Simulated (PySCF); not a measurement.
Si6H12O: geometry relaxation (part 1 of 2)

System: Si6H12O.
Method: PBE0-D3(BJ)/def2-SVP geometry optimisation, gas phase (PySCF 2.14.0).

It belongs to a series of runs on one base structure; here: H on Si replaced by OSiH3.

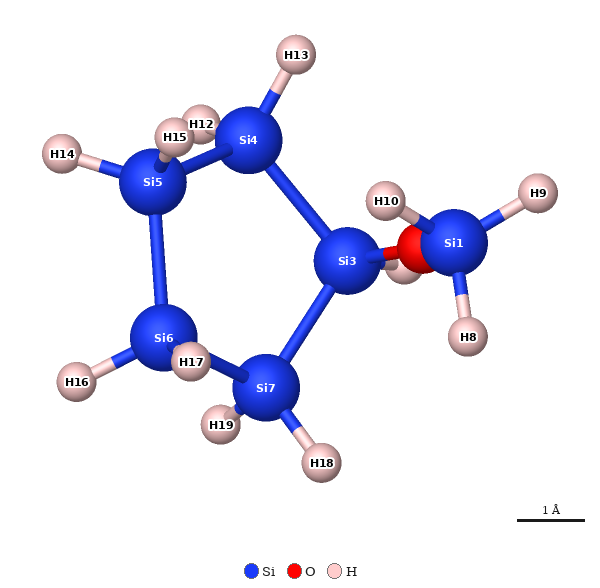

The starting structure (ball-and-stick view, seen on its broad side; atoms are numbered from 1 in the order of the input). Bond lengths as drawn: H–Si 1.45 to 1.49 Å, O–Si 1.60 to 1.64 Å and Si–Si 2.31 to 2.36 Å.

Key numbers

| quantity | value |
| --- | --- |
| outcome | converged |
| total energy | −1818.074240 hartree |
| dipole moment | 0.21 D |
| point group | C1 |
| hardware | 1 CPU thread, shared host |
| wall time | 5.3 min |
| peak memory | 0.84 GiB |

The input
```
{"job": {"xc": "PBE0", "basis": "def2-SVP", "d3": "d3bj", "grid": 1, "shake": 0.01, "kind": "geom"}, "charge": 0, "multiplicity": 1}
Si    -2.558260     0.264750     1.182810
O     -2.100490    -0.035570    -0.323140
Si    -0.963030    -0.190670    -1.497980
Si     0.367730    -2.018210    -0.811410
Si     1.870280    -1.160300     0.720680
Si     1.906990     1.178470     0.448580
Si     0.422300     1.698350    -1.272230
H     -2.640990     1.749670     1.308850
H     -3.878510    -0.356460     1.325300
H     -1.579640    -0.263850     2.106410
H     -1.821120    -0.318910    -2.659300
H      1.052920    -2.579110    -1.963000
H     -0.449140    -3.155880    -0.291520
H      3.194360    -1.743520     0.600050
H      1.500830    -1.513100     2.113030
H      3.269160     1.690520     0.208200
H      1.542430     1.859090     1.702990
H     -0.306860     2.974130    -1.043580
H      1.140320     1.927670    -2.528200
```

The first line tells a small driver script what to run in PySCF; the rest is the geometry in Å.

Launch command:
```bash
OMP_NUM_THREADS=1 python <driver script> task.json out
```

Log
```
step   0  E = -1818.05688326  max force = 0.020814
step   1  E = -1818.07053472  max force = 0.008377
step   2  E = -1818.07190696  max force = 0.005902
step   3  E = -1818.07283704  max force = 0.004237
step   4  E = -1818.07311595  max force = 0.004373
step   5  E = -1818.07362270  max force = 0.004024
step   6  E = -1818.07391996  max force = 0.002050
step   7  E = -1818.07407745  max force = 0.001413
step   8  E = -1818.07417820  max force = 0.001291
step   9  E = -1818.07419347  max force = 0.000782
step  10  E = -1818.07420476  max force = 0.000497
step  11  E = -1818.07421112  max force = 0.000666
step  12  E = -1818.07421978  max force = 0.000936
step  13  E = -1818.07422925  max force = 0.000751
step  14  E = -1818.07423993  max force = 0.000420
optimisation converged
```

Trajectory as extended XYZ (Å, eV, eV/Å), 15 frames, from step=0 to step=14
```
19
Properties=species:S:1:pos:R:3:forces:R:3 step=0 energy=-49471.84766
Si   -2.5583    0.2647    1.1828   -0.7413   0.9410   0.4146
O    -2.1005   -0.0356   -0.3231    0.0183  -0.3494  -0.8438
Si   -0.9630   -0.1907   -1.4980    0.4153   0.0286   0.5678
Si    0.3677   -2.0182   -0.8114   -0.6606  -0.0460  -0.0900
Si    1.8703   -1.1603    0.7207   -0.2432   0.3234   0.4431
Si    1.9070    1.1785    0.4486    0.0699  -0.1075   0.0724
Si    0.4223    1.6984   -1.2722   -0.2385   0.0603  -0.1582
H    -2.6410    1.7497    1.3089   -0.0727   0.0587   0.3142
H    -3.8785   -0.3565    1.3253   -0.4351  -0.1554   0.3868
H    -1.5796   -0.2638    2.1064    0.5822  -0.3671   0.7973
H    -1.8211   -0.3189   -2.6593   -0.0042  -0.1400  -1.0703
H     1.0529   -2.5791   -1.9630    0.6113  -0.2361  -0.7047
H    -0.4491   -3.1559   -0.2915   -0.1326   0.0831   0.1774
H     3.1944   -1.7435    0.6000    0.8383  -0.2890  -0.3279
H     1.5008   -1.5131    2.1130   -0.3205   0.0398   0.2432
H     3.2692    1.6905    0.2082    0.4125   0.0182  -0.3024
H     1.5424    1.8591    1.7030   -0.3693   0.1027   0.4129
H    -0.3069    2.9741   -1.0436   -0.2297   0.0522   0.1922
H     1.1403    1.9277   -2.5282    0.4997  -0.0177  -0.5246
19
Properties=species:S:1:pos:R:3:forces:R:3 step=1 energy=-49472.21913
Si   -2.5508    0.2880    1.2527    0.0491   0.0481  -0.0054
O    -2.1059   -0.0252   -0.3064    0.0363  -0.0109  -0.0701
Si   -0.9561   -0.1893   -1.5178   -0.4308   0.0636   0.4048
Si    0.3640   -2.0332   -0.8720   -0.0375  -0.1474  -0.2698
Si    1.8472   -1.1626    0.7295    0.1052  -0.1027   0.1927
Si    1.8839    1.1820    0.4451    0.0875   0.1397   0.1465
Si    0.4379    1.7017   -1.3373    0.0346   0.0727  -0.2761
H    -2.6358    1.7618    1.4860    0.0133  -0.0016  -0.0218
H    -3.8839   -0.3242    1.5171    0.0116  -0.0172  -0.0124
H    -1.5453   -0.2772    2.2046    0.0313  -0.0317   0.0020
H    -1.7384   -0.3323   -2.7851    0.2003  -0.0164  -0.0550
H     1.1262   -2.5854   -2.0382    0.0772   0.0763  -0.0033
H    -0.4838   -3.1525   -0.3511   -0.0209   0.0707   0.0750
H     3.2167   -1.7513    0.5973    0.0188   0.0323  -0.1097
H     1.3952   -1.5055    2.1149   -0.1099   0.0523  -0.0116
H     3.2699    1.6849    0.1925    0.0283  -0.0556  -0.0940
H     1.4360    1.8598    1.7027   -0.1154  -0.0511   0.0112
H    -0.3355    2.9634   -1.1159   -0.0526  -0.0433   0.0896
H     1.2308    1.9051   -2.5919    0.0735  -0.0779   0.0073
19
Properties=species:S:1:pos:R:3:forces:R:3 step=2 energy=-49472.25647
Si   -2.5000    0.2937    1.2723    0.0647   0.0284   0.0793
O    -2.1115   -0.0223   -0.2999   -0.0271  -0.0263  -0.1890
Si   -0.9777   -0.1889   -1.5203   -0.1307   0.0459   0.3035
Si    0.3612   -2.0264   -0.8988   -0.0298  -0.0956  -0.1616
Si    1.8104   -1.1619    0.7430    0.0620  -0.0700   0.1151
Si    1.8458    1.1843    0.4613    0.0538   0.0939   0.0899
Si    0.4376    1.6878   -1.3599    0.0164   0.0572  -0.1746
H    -2.5564    1.7684    1.5063    0.0062  -0.0042  -0.0083
H    -3.8286   -0.3080    1.5783    0.0069  -0.0033  -0.0051
H    -1.4651   -0.2907    2.1831    0.0029  -0.0063  -0.0055
H    -1.7200   -0.3355   -2.8072    0.0566  -0.0080  -0.0277
H     1.1528   -2.5489   -2.0600    0.0319   0.0609   0.0091
H    -0.4865   -3.1470   -0.3832   -0.0041   0.0130   0.0398
H     3.1871   -1.7371    0.6173   -0.0013   0.0183  -0.0528
H     1.3150   -1.5062    2.1138   -0.0531   0.0291  -0.0229
H     3.2389    1.6779    0.2216   -0.0019  -0.0296  -0.0391
H     1.3519    1.8576    1.7054   -0.0620  -0.0369  -0.0137
H    -0.3415    2.9473   -1.1445   -0.0158  -0.0100   0.0388
H     1.2590    1.8641   -2.6018    0.0244  -0.0566   0.0248
19
Properties=species:S:1:pos:R:3:forces:R:3 step=3 energy=-49472.28178
Si   -2.4022    0.3054    1.2984    0.0750   0.0096   0.1136
O    -2.1211   -0.0168   -0.2968   -0.1800  -0.0212  -0.1467
Si   -1.0051   -0.1895   -1.5224    0.2179   0.0030   0.0246
Si    0.3556   -2.0225   -0.9410   -0.0390  -0.0171   0.0350
Si    1.7447   -1.1646    0.7643    0.0016   0.0148  -0.0254
Si    1.7717    1.1883    0.4903    0.0016  -0.0231  -0.0242
Si    0.4353    1.6696   -1.3957   -0.0256   0.0230   0.0226
H    -2.3991    1.7802    1.5330    0.0010   0.0018   0.0031
H    -3.7233   -0.2643    1.6838   -0.0010   0.0066  -0.0044
H    -1.3260   -0.3151    2.1355   -0.0152   0.0102  -0.0053
H    -1.7063   -0.3399   -2.8302   -0.0855   0.0022   0.0178
H     1.1908   -2.4879   -2.0943   -0.0045   0.0246  -0.0033
H    -0.4833   -3.1573   -0.4407    0.0279  -0.0307  -0.0232
H     3.1326   -1.7153    0.6579   -0.0050  -0.0079   0.0179
H     1.1826   -1.5171    2.1058    0.0152  -0.0068   0.0000
H     3.1728    1.6740    0.2859   -0.0060   0.0163   0.0301
H     1.1995    1.8518    1.7049   -0.0034  -0.0032  -0.0073
H    -0.3463    2.9315   -1.1991    0.0307   0.0199  -0.0309
H     1.2993    1.7975   -2.6128   -0.0056  -0.0220   0.0058
19
Properties=species:S:1:pos:R:3:forces:R:3 step=4 energy=-49472.28937
Si   -2.3653    0.3139    1.3046    0.0616   0.0076   0.0726
O    -2.1327   -0.0121   -0.2998   -0.1815  -0.0159  -0.0802
Si   -1.0151   -0.1910   -1.5225    0.2249  -0.0064  -0.0473
Si    0.3529   -2.0234   -0.9533   -0.0368   0.0098   0.0783
Si    1.7228   -1.1673    0.7708   -0.0106   0.0264  -0.0507
Si    1.7416    1.1875    0.5026   -0.0012  -0.0411  -0.0484
Si    0.4341    1.6621   -1.4064   -0.0325   0.0099   0.0641
H    -2.3257    1.7881    1.5393    0.0020   0.0021   0.0047
H    -3.6875   -0.2296    1.7215   -0.0030   0.0071  -0.0030
H    -1.2813   -0.3298    2.1125   -0.0100   0.0075  -0.0010
H    -1.7183   -0.3418   -2.8300   -0.0796   0.0029   0.0293
H     1.2016   -2.4604   -2.1074   -0.0077   0.0165  -0.0103
H    -0.4731   -3.1735   -0.4669    0.0269  -0.0336  -0.0343
H     3.1155   -1.7076    0.6743   -0.0063  -0.0136   0.0245
H     1.1447   -1.5283    2.1027    0.0279  -0.0111   0.0068
H     3.1445    1.6769    0.3211   -0.0081   0.0253   0.0403
H     1.1404    1.8466    1.7053    0.0054   0.0012  -0.0025
H    -0.3401    2.9312   -1.2276    0.0343   0.0223  -0.0411
H     1.3134    1.7667   -2.6139   -0.0056  -0.0169  -0.0018
19
Properties=species:S:1:pos:R:3:forces:R:3 step=5 energy=-49472.30316
Si   -2.2334    0.3493    1.3168   -0.0580   0.0141  -0.0705
O    -2.1958    0.0158   -0.3116   -0.0453  -0.0159   0.1303
Si   -1.0591   -0.1958   -1.5165    0.0709  -0.0201  -0.2069
Si    0.3370   -2.0227   -0.9862   -0.0168   0.0706   0.1680
Si    1.6514   -1.1785    0.7919   -0.0285   0.0260  -0.0812
Si    1.6299    1.1806    0.5499    0.0283  -0.0504  -0.0814
Si    0.4305    1.6284   -1.4363   -0.0454  -0.0115   0.1373
H    -2.0242    1.8102    1.5441    0.0002   0.0006   0.0079
H    -3.5586   -0.0647    1.8529   -0.0065   0.0046   0.0070
H    -1.1482   -0.4055    2.0150   -0.0006  -0.0067   0.0095
H    -1.7899   -0.3485   -2.8109    0.0067  -0.0003   0.0305
H     1.2247   -2.3363   -2.1501   -0.0094  -0.0017  -0.0287
H    -0.4211   -3.2444   -0.5716    0.0084  -0.0197  -0.0497
H     3.0596   -1.6814    0.7269   -0.0053  -0.0244   0.0128
H     1.0405   -1.5811    2.0959    0.0527  -0.0112   0.0255
H     3.0314    1.6980    0.4667   -0.0109   0.0399   0.0438
H     0.9268    1.8211    1.7059    0.0252   0.0017   0.0116
H    -0.2936    2.9354   -1.3507    0.0309   0.0180  -0.0479
H     1.3645    1.6282   -2.6051    0.0035  -0.0137  -0.0179
19
Properties=species:S:1:pos:R:3:forces:R:3 step=6 energy=-49472.31125
Si   -2.2950    0.3512    1.3103   -0.0338   0.0070  -0.0919
O    -2.2066    0.0138   -0.3150    0.0158  -0.0136   0.1037
Si   -1.0544   -0.1956   -1.5095   -0.0212   0.0052  -0.0795
Si    0.3413   -2.0206   -0.9694   -0.0128   0.0471   0.1054
Si    1.6884   -1.1800    0.7831   -0.0258   0.0094  -0.0468
Si    1.6686    1.1777    0.5424    0.0125  -0.0226  -0.0555
Si    0.4360    1.6295   -1.4215   -0.0280  -0.0105   0.0850
H    -2.1023    1.8138    1.5421    0.0078   0.0017   0.0030
H    -3.6334   -0.0682    1.8087   -0.0019   0.0034   0.0027
H    -1.2281   -0.3948    2.0452    0.0223  -0.0158   0.0092
H    -1.7863   -0.3494   -2.8028    0.0388  -0.0032   0.0070
H     1.2144   -2.3394   -2.1436   -0.0043   0.0051  -0.0258
H    -0.4139   -3.2444   -0.5560    0.0028  -0.0106  -0.0291
H     3.0926   -1.6907    0.6947   -0.0067  -0.0169  -0.0023
H     1.1103   -1.5828    2.1021    0.0204   0.0035   0.0214
H     3.0679    1.6983    0.4409   -0.0083   0.0280   0.0243
H     0.9936    1.8199    1.7138   -0.0031  -0.0079   0.0139
H    -0.2798    2.9410   -1.3389    0.0211   0.0119  -0.0271
H     1.3589    1.6289   -2.5998    0.0043  -0.0211  -0.0177
19
Properties=species:S:1:pos:R:3:forces:R:3 step=7 energy=-49472.31553
Si   -2.3027    0.3563    1.3057   -0.0207  -0.0002  -0.0680
O    -2.2289    0.0206   -0.3206    0.0512  -0.0131   0.0698
Si   -1.0639   -0.1941   -1.5049   -0.0727   0.0209  -0.0060
Si    0.3344   -2.0133   -0.9598    0.0011   0.0177   0.0461
Si    1.6922   -1.1807    0.7849   -0.0125  -0.0099  -0.0068
Si    1.6659    1.1760    0.5504    0.0136   0.0048  -0.0224
Si    0.4401    1.6200   -1.4170   -0.0133   0.0006   0.0336
H    -2.0678    1.8123    1.5425    0.0055  -0.0003   0.0000
H    -3.6502   -0.0272    1.8090    0.0010   0.0027  -0.0006
H    -1.2525   -0.4213    2.0343    0.0105  -0.0085   0.0021
H    -1.7881   -0.3513   -2.8006    0.0404  -0.0028  -0.0141
H     1.2048   -2.3033   -2.1448   -0.0006   0.0029  -0.0121
H    -0.4042   -3.2548   -0.5711   -0.0034  -0.0021  -0.0125
H     3.0950   -1.6927    0.6830   -0.0040  -0.0102  -0.0143
H     1.1340   -1.5898    2.1111    0.0072   0.0121   0.0099
H     3.0610    1.7100    0.4628   -0.0052   0.0166   0.0090
H     0.9843    1.8125    1.7215   -0.0132  -0.0168   0.0077
H    -0.2510    2.9462   -1.3692    0.0137   0.0074  -0.0122
H     1.3699    1.5828   -2.5904    0.0013  -0.0219  -0.0094
```
